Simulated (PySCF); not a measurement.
**C₂H₁₀SSi₃: electronic excitations at several levels of theory**

How much do the electronic excitations of C₂H₁₀SSi₃ (`CC(=S)[SiH2][SiH2][SiH3]`) depend on the level of theory, and what does each level cost?

Programs: PySCF 2.14.0, with density-fitted response routines of our own. Each step states its level of theory. These are calculated values for one molecule in the gas phase, unless marked as measured. Atoms count from 0, in the outputs and in this text.

## 1. The starting structure

16 atoms, charge 0, multiplicity 1; geometry from: GFN2-xTB.

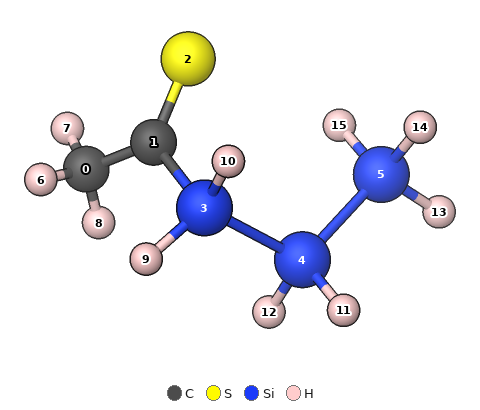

The starting geometry (carbon dark grey, sulfur yellow, silicon blue, hydrogen pink), atoms numbered; sticks join atoms by distance.

## 2. Optimising the geometry at PBE0-D3(BJ)/def2-SVP

Job settings and geometry (Å):

```
{"job": {"xc": "PBE0", "basis": "def2-SVP", "d3": "d3bj", "grid": 1, "kind": "geom"}, "charge": 0, "multiplicity": 1}
C      2.378183    -1.169542    -0.062463
C      1.642667     0.036656     0.397064
S      1.672940     0.487946     1.965211
Si     0.555077     1.001659    -0.818185
Si    -1.602486     0.185692    -0.515103
Si    -2.396850     0.220944     1.664268
H      3.143229    -0.870074    -0.780234
H      2.850985    -1.695745     0.765058
H      1.696148    -1.843116    -0.583259
H      1.182023     0.804829    -2.133928
H      0.723254     2.414472    -0.476367
H     -2.473198     0.930910    -1.438137
H     -1.635937    -1.183944    -1.062582
H     -3.733617    -0.369718     1.775546
H     -2.487067     1.591905     2.167610
H     -1.522951    -0.533931     2.560284
```

Standard output:

```text
step   0  E = -1347.81707970  max force = 0.012822
step   1  E = -1347.82348180  max force = 0.001901
step   2  E = -1347.82370290  max force = 0.001077
step   3  E = -1347.82382403  max force = 0.001960
step   4  E = -1347.82391139  max force = 0.000810
step   5  E = -1347.82401306  max force = 0.000920
step   6  E = -1347.82424753  max force = 0.002255
step   7  E = -1347.82433712  max force = 0.001678
step   8  E = -1347.82442366  max force = 0.000794
step   9  E = -1347.82450584  max force = 0.000677
step  10  E = -1347.82456186  max force = 0.000735
step  11  E = -1347.82459837  max force = 0.000372
step  12  E = -1347.82461935  max force = 0.000138
step  13  E = -1347.82463945  max force = 0.000178
step  14  E = -1347.82470823  max force = 0.000795
step  15  E = -1347.82472411  max force = 0.000745
step  16  E = -1347.82473888  max force = 0.000180
optimisation converged
```

Run time: 2.5 min. Hardware: 1 thread, shared host.

The steps of the relaxation:

| step | energy from step 0 (eV) | largest force component (eV/Å) |
| --- | --- | --- |
| 0 | 0.0000 | 0.6593 |
| 1 | -0.1742 | 0.0978 |
| 2 | -0.1802 | 0.0554 |
| 3 | -0.1835 | 0.1008 |
| 4 | -0.1859 | 0.0417 |
| 5 | -0.1887 | 0.0473 |
| 6 | -0.1950 | 0.1160 |
| 7 | -0.1975 | 0.0863 |
| 8 | -0.1998 | 0.0408 |
| 9 | -0.2021 | 0.0348 |
| 10 | -0.2036 | 0.0378 |
| 11 | -0.2046 | 0.0191 |
| 12 | -0.2052 | 0.0071 |
| 13 | -0.2057 | 0.0092 |
| 14 | -0.2076 | 0.0409 |
| 15 | -0.2080 | 0.0383 |
| 16 | -0.2084 | 0.0093 |

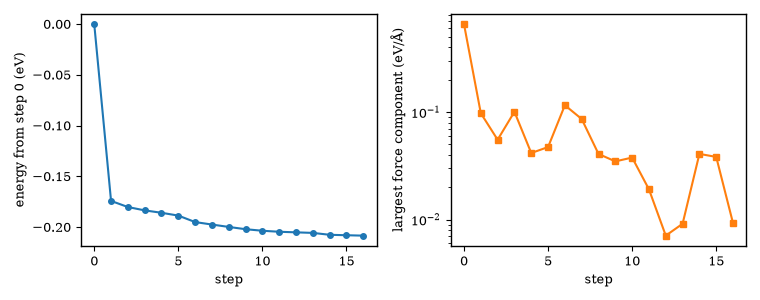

Energy and largest force along the relaxation.

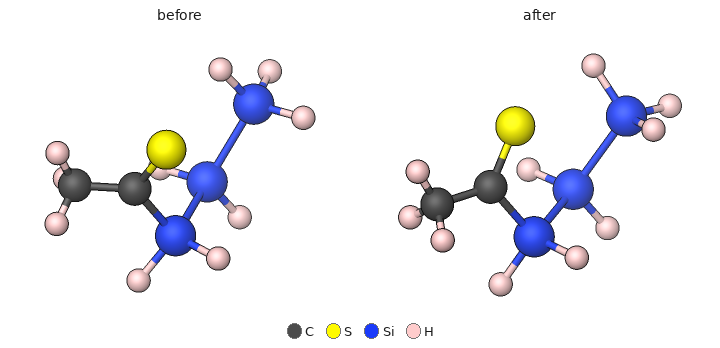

Before and after, at one scale.

Close pairs (by a distance rule), those that changed most:

| bond | before (Å) | after (Å) | change (Å) |
| --- | --- | --- | --- |
| Si5–H13 | 1.466 | 1.500 | +0.035 |
| Si3–H10 | 1.463 | 1.497 | +0.034 |
| Si5–H14 | 1.463 | 1.494 | +0.030 |
| Si5–H15 | 1.462 | 1.492 | +0.030 |
| Si3–H9 | 1.471 | 1.500 | +0.030 |
| Si4–Si5 | 2.320 | 2.349 | +0.029 |
| Si4–H11 | 1.472 | 1.500 | +0.028 |
| Si4–H12 | 1.475 | 1.499 | +0.023 |

The next job starts from the end point, and lists it.

| at the end point | value |
| --- | --- |
| point group (found at 0.08 Å tolerance) | C1 |
| rotational constants (GHz, main isotopes) | 2.096, 0.948, 0.706 |
| dipole moment (D) | 2.29 |

## 3. TDDFT and polarisability: CAM-B3LYP/def2-SVPD

Job settings and geometry (Å):

```
{"job": {"kind": "uv", "xc": "CAM-B3LYP", "basis": "def2-SVPD", "ip": true}, "charge": 0, "multiplicity": 1}
C      2.837589    -0.898715    -0.008768
C      1.506471    -0.370543     0.405799
S      0.852694    -0.663409     1.870693
Si     0.493169     0.730826    -0.778721
Si    -1.756938     0.124542    -0.563333
Si    -2.532401     0.385043     1.638683
H      3.498417    -0.066207    -0.307767
H      3.314311    -1.482177     0.791450
H      2.724059    -1.528216    -0.908915
H      1.007850     0.595117    -2.181479
H      0.708701     2.150335    -0.353666
H     -2.564741     0.978759    -1.494165
H     -1.902945    -1.299587    -1.006400
H     -4.007992     0.651012     1.588739
H     -1.872198     1.555174     2.291025
H     -2.312671    -0.851926     2.443003
```

Level: TDDFT CAM-B3LYP/def2-SVPD, vertical, gas phase, core orbitals frozen in the response.

Standard output:

```text
coarse grid: 14872 points
cycle   1  E = -1348.1791599088  dE =  9.402e-02  |g| = 3.495e-01  |ddm| = 4.664e+00
cycle   2  E = -1348.1569518464  dE =  2.221e-02  |g| = 5.018e-01  |ddm| = 1.297e+00
cycle   3  E = -1348.2255208240  dE = -6.857e-02  |g| = 5.681e-02  |ddm| = 7.066e-01
cycle   4  E = -1348.2264666054  dE = -9.458e-04  |g| = 2.978e-02  |ddm| = 1.541e-01
cycle   5  E = -1348.2267443302  dE = -2.777e-04  |g| = 4.031e-03  |ddm| = 6.654e-02
cycle   6  E = -1348.2267523364  dE = -8.006e-06  |g| = 1.679e-03  |ddm| = 1.411e-02
final grid: 123664 points
cycle   7  E = -1348.3892361971  dE = -1.326e-05  |g| = 3.084e-03  |ddm| = 3.415e-02
cycle   8  E = -1348.3892343479  dE =  1.849e-06  |g| = 4.172e-03  |ddm| = 9.830e-03
cycle   9  E = -1348.3892390131  dE = -4.665e-06  |g| = 5.206e-04  |ddm| = 5.413e-03
cycle  10  E = -1348.3892390941  dE = -8.097e-08  |g| = 1.830e-04  |ddm| = 8.732e-04
cycle  11  E = -1348.3892391088  dE = -1.474e-08  |g| = 4.327e-05  |ddm| = 5.490e-04
cycle  12  E = -1348.3892391102  dE = -1.396e-09  |g| = 1.786e-05  |ddm| = 1.546e-04
cycle  13  E = -1348.3892391106  dE = -3.547e-10  |g| = 4.570e-06  |ddm| = 9.053e-05
converged SCF energy = -1348.3892391106

Static polarisability (au): isotropic 135.052, principal 105.555 138.142 161.460

Singlet excitations
state   eV       nm        f      main configurations
  1   2.1991    563.8   0.00017   H->L 0.98
  2   4.8536    255.4   0.03417   H-1->L 0.85
  3   5.4791    226.3   0.03254   H-2->L 0.54, H-5->L 0.21, H-1->L 0.12
  4   5.5260    224.4   0.07119   H-5->L 0.30, H-3->L 0.26, H-2->L 0.26
  5   5.7498    215.6   0.03340   H->L+1 0.82
  6   6.0490    205.0   0.01918   H-3->L 0.60, H-5->L 0.12, H-2->L 0.08
  7   6.2799    197.4   0.04060   H->L+3 0.47, H->L+2 0.36
  8   6.3683    194.7   0.01754   H->L+2 0.42, H->L+3 0.36
  9   6.5852    188.3   0.00647   H->L+4 0.59
 10   6.6968    185.1   0.01980   H->L+5 0.46, H->L+4 0.13, H->L+8 0.13

Triplet excitations (Tamm-Dancoff, eV): 1.7124 3.0498 4.6882 5.0266
Vertical ionisation energy (delta-SCF) = 8.4332 eV
Vertical electron affinity (delta-SCF) = 0.9822 eV
```

Run time: 1.7 min. Hardware: 1 thread, shared host.

Frontier orbitals and where they lie:

| orbital | eV | atoms |
| --- | --- | --- |
| HOMO−3 | -10.24 | S2 20 %, C1 17 %, Si4 17 % |
| HOMO−2 | -9.64 | S2 21 %, Si4 20 %, Si5 15 % |
| HOMO−1 | -9.18 | Si4 29 %, Si3 21 %, Si5 17 % |
| HOMO | -7.83 | S2 67 %, C1 14 %, Si3 6 % |
| LUMO | -1.48 | S2 40 %, C1 39 %, C0 6 % |
| LUMO+1 | 0.70 | Si3 23 %, Si4 14 %, S2 9 % |
| LUMO+2 | 0.98 | Si5 21 %, Si4 18 %, Si3 15 % |

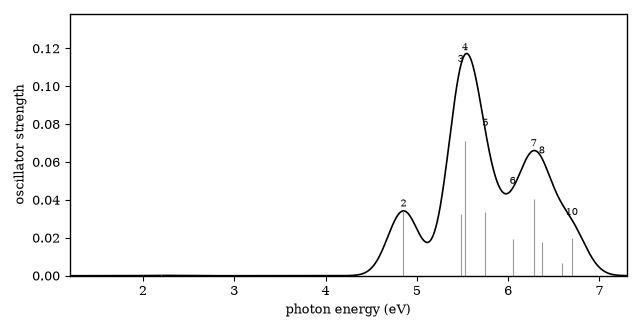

Absorption spectrum from the 10 singlet states computed; above the last one it falls off for lack of states. Lines are broadened to a width of 0.40 eV (Gaussian).

Further results of this job:

| property | computed |
| --- | --- |
| dipole moment (D) | 2.25 |
| polarisability (Å³) | 20.01 |
| HOMO–LUMO gap (eV) | 6.35 |
| −ε(HOMO) (eV) | 7.83 |

## 4. TDDFT and polarisability: wB97X-D/def2-SVPD

Settings changed since step 3:

```diff
@@ -1,2 +1,2 @@
-{"job": {"kind": "uv", "xc": "CAM-B3LYP", "basis": "def2-SVPD", "ip": true}, "charge": 0, "multiplicity": 1}
+{"job": {"kind": "uv", "xc": "wB97X-D", "basis": "def2-SVPD", "ip": true}, "charge": 0, "multiplicity": 1}
 C      2.837589    -0.898715    -0.008768
```

Method: TDDFT wB97X-D/def2-SVPD, vertical, gas phase, core orbitals frozen in the response.

Standard output:

```text
coarse grid: 14872 points
cycle   1  E = -1348.1643500454  dE =  9.169e-02  |g| = 3.810e-01  |ddm| = 4.584e+00
cycle   2  E = -1348.1500553501  dE =  1.429e-02  |g| = 5.127e-01  |ddm| = 1.402e+00
cycle   3  E = -1348.2204475969  dE = -7.039e-02  |g| = 4.417e-02  |ddm| = 7.234e-01
cycle   4  E = -1348.2212734482  dE = -8.259e-04  |g| = 2.423e-02  |ddm| = 1.631e-01
cycle   5  E = -1348.2214921203  dE = -2.187e-04  |g| = 4.370e-03  |ddm| = 7.195e-02
cycle   6  E = -1348.2215064947  dE = -1.437e-05  |g| = 1.863e-03  |ddm| = 2.057e-02
cycle   7  E = -1348.2215089397  dE = -2.445e-06  |g| = 6.783e-04  |ddm| = 8.215e-03
final grid: 123664 points
cycle   8  E = -1348.3864677077  dE = -8.312e-05  |g| = 3.418e-03  |ddm| = 1.020e-01
cycle   9  E = -1348.3864712665  dE = -3.559e-06  |g| = 2.106e-03  |ddm| = 1.525e-02
cycle  10  E = -1348.3864723718  dE = -1.105e-06  |g| = 7.776e-04  |ddm| = 4.866e-03
cycle  11  E = -1348.3864726259  dE = -2.541e-07  |g| = 4.865e-04  |ddm| = 1.954e-03
cycle  12  E = -1348.3864727084  dE = -8.258e-08  |g| = 1.092e-04  |ddm| = 1.258e-03
cycle  13  E = -1348.3864727174  dE = -8.976e-09  |g| = 3.642e-05  |ddm| = 4.861e-04
cycle  14  E = -1348.3864727185  dE = -1.106e-09  |g| = 9.334e-06  |ddm| = 2.005e-04
cycle  15  E = -1348.3864727186  dE = -8.163e-11  |g| = 3.461e-06  |ddm| = 3.212e-05
converged SCF energy = -1348.3864727186

Static polarisability (au): isotropic 134.927, principal 105.504 137.807 161.471

Singlet excitations
state   eV       nm        f      main configurations
  1   2.1796    568.8   0.00017   H->L 0.98
  2   4.8332    256.5   0.03379   H-1->L 0.84
  3   5.4636    226.9   0.02010   H-2->L 0.43, H-5->L 0.28, H-1->L 0.12
  4   5.5275    224.3   0.08070   H-2->L 0.36, H-3->L 0.24, H-5->L 0.24
  5   5.8040    213.6   0.02729   H->L+1 0.81
  6   6.0372    205.4   0.02164   H-3->L 0.61, H-5->L 0.11
  7   6.3149    196.3   0.02436   H->L+2 0.81
  8   6.5123    190.4   0.03320   H->L+3 0.67, H->L+4 0.12
  9   6.6438    186.6   0.02443   H->L+4 0.34, H-4->L 0.11, H-1->L+1 0.09
 10   6.7316    184.2   0.02921   H-4->L 0.19, H->L+4 0.18, H->L+3 0.16

Triplet excitations (Tamm-Dancoff, eV): 1.7263 3.1440 4.6920 5.0299
Vertical ionisation energy (delta-SCF) = 8.4473 eV
Vertical electron affinity (delta-SCF) = 0.9369 eV
```

It took 96 s on 1 thread, shared host.

This run: HOMO -8.35 eV, LUMO -0.89 eV; lowest singlet 2.18 eV.

(Part 1 of 2 ends here.)
